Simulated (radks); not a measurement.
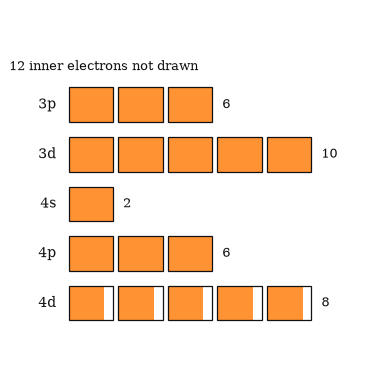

*The outer shells as the input fills them: a box for each of the 2l + 1 orbitals, shaded by the share of the shell that is filled, with the electron count at the right.*

# Atomic calculation, with input and output: Ag³⁺

- system: the silver ion Ag³⁺ in the configuration [Kr] 4d8.
- method: scalar-relativistic Kohn-Sham, Slater X-alpha with alpha = 0.962, spin-unpolarised, spherical densities, finite nucleus (the in-house radial solver radks)

**Output**
```
1s      1   2.0000        -937.91776153
2s      1   2.0000        -140.44401645
2p      1   6.0000        -126.53270927
3s      1   2.0000         -27.32800042
3p      1   6.0000         -22.71190929
3d      1  10.0000         -15.38736698
4s      1   2.0000          -5.19458294
4p      1   6.0000          -3.82332696
4d      1   8.0000          -1.81667793
Etot -5366.076037096153
Ekin 5576.521169360982
Encl -12865.381266763154
Eh 2124.8467920356597
Exc -202.06273172964086
err 3.9058667231872896e-10
it 15
```

**Orbitals**

| orbital | occupation | energy (eV) | ⟨r⟩ (bohr) | outer maximum (bohr) |
| --- | --- | --- | --- | --- |
| 1s | 2 | −25522.0 | 0.03106 | 0.0201 |
| 2s | 2 | −3821.7 | 0.1344 | 0.114 |
| 2p | 6 | −3443.1 | 0.1171 | 0.0907 |
| 3s | 2 | −743.633 | 0.3659 | 0.331 |
| 3p | 6 | −618.023 | 0.3641 | 0.323 |
| 3d | 10 | −418.712 | 0.3411 | 0.271 |
| 4s | 2 | −141.352 | 0.8939 | 0.812 |
| 4p | 6 | −104.038 | 0.9687 | 0.861 |
| 4d | 8 | −49.434 | 1.195 | 0.985 |

**Slater integrals of the outer shells (hartree)**

| integral | value |
| --- | --- |
| F0(4d,4d) | 0.7562 |
| F2(4d,4d) | 0.3817 |
| F4(4d,4d) | 0.2515 |
| F0(4d,4p) | 0.8293 |
| F2(4d,4p) | 0.4160 |
| G1(4d,4p) | 0.5265 |
| G3(4d,4p) | 0.3236 |
| F0(4d,4s) | 0.8544 |
| G2(4d,4s) | 0.3929 |
| F0(4d,3d) | 1.0161 |
| F2(4d,3d) | 0.2057 |
| F4(4d,3d) | 0.0915 |
| G0(4d,3d) | 0.0649 |
| G2(4d,3d) | 0.0755 |

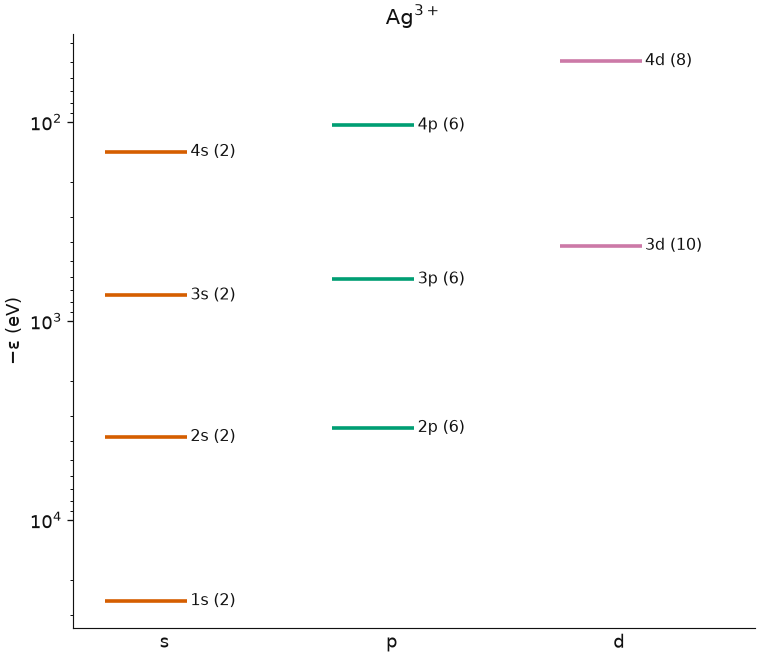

*All occupied levels, on a logarithmic scale of binding energy, are drawn by angular momentum (occupations in brackets).*

The highest occupied level is 4d at −49.4 eV. The highest 6 occupied levels, from the top down, are 4d (−49.4 eV), 4p (−104.0 eV), 4s (−141.4 eV), 3d (−418.7 eV), 3p (−618.0 eV), 3s (−743.6 eV).

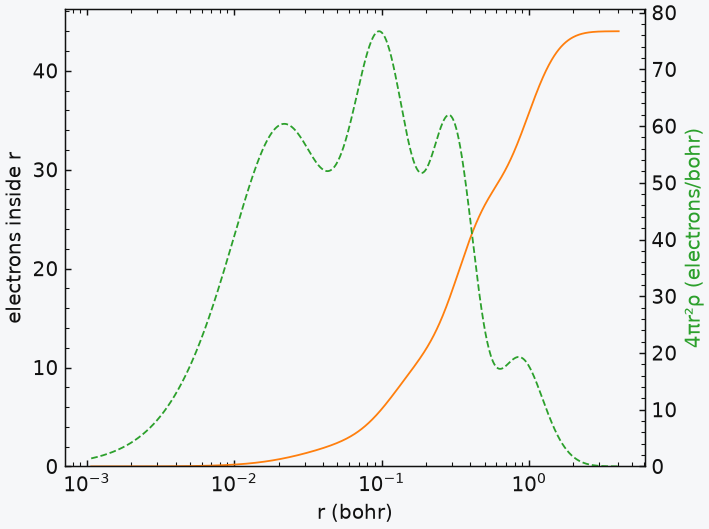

*The number of electrons inside radius r (solid) and the radial density 4πr²ρ (dashed).*

The count levels off at 44 electrons. Half of them lie within 0.376 bohr, 90 % within 1.27 bohr and 99 % within 2.10 bohr. The radial density has minima at 0.0428, 0.187 and 0.634 bohr, where the count stands at 2.0, 11.2 and 29.0; these part the shells that the density resolves.

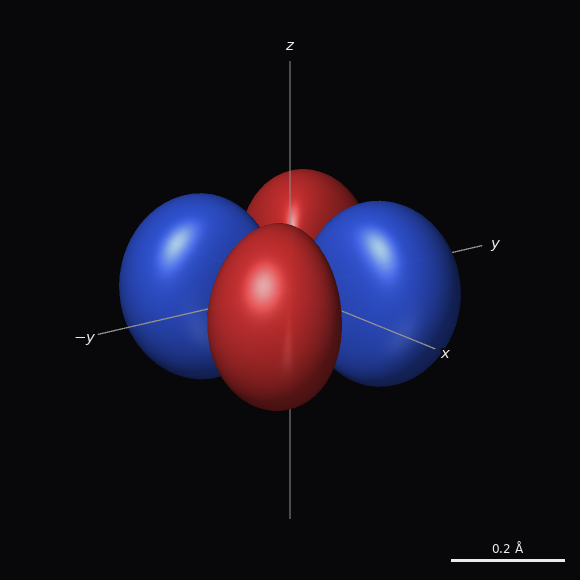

*The 3d(xy) orbital. The radial function comes from the spherical calculation and is multiplied by a real spherical harmonic; the overall sign is chosen so that the largest lobe of P(r) is positive; at the scalar-relativistic level it is the large component. The surface of constant |ψ| that holds about 85 % of the electron is drawn, blue where ψ is positive and red where it is negative.*

It has the nodal planes xz and yz and no radial node. The maximum of P² lies at 0.271 bohr, ⟨r⟩ = 0.341 bohr, 90 % of the charge lies within 0.539 bohr, and the eigenvalue is −418.7 eV, with 10 electrons in the shell.

**Input file**
```
Z 47
configuration [Kr] 4d8
relativity scalar-relativistic
functional xalpha 0.962
spin unpolarised
nucleus finite rms 4.5454 fm
c 137.035999084
```

Energies in input and log are in hartree, lengths in bohr (the nuclear radius in fm).

**Key numbers**

| quantity | value |
| --- | --- |
| outcome | converged |
| total energy | −5366.0760 hartree |
| kinetic energy | 5576.5212 hartree |
| electron–nucleus energy | −12865.3813 hartree |
| Hartree energy | 2124.8468 hartree |
| exchange–correlation energy | −202.062732 hartree |
| radius at density 0.001 e/bohr³ | 2.94 bohr |
| SCF iterations | 15 |
| hardware | 1 CPU thread, shared host |
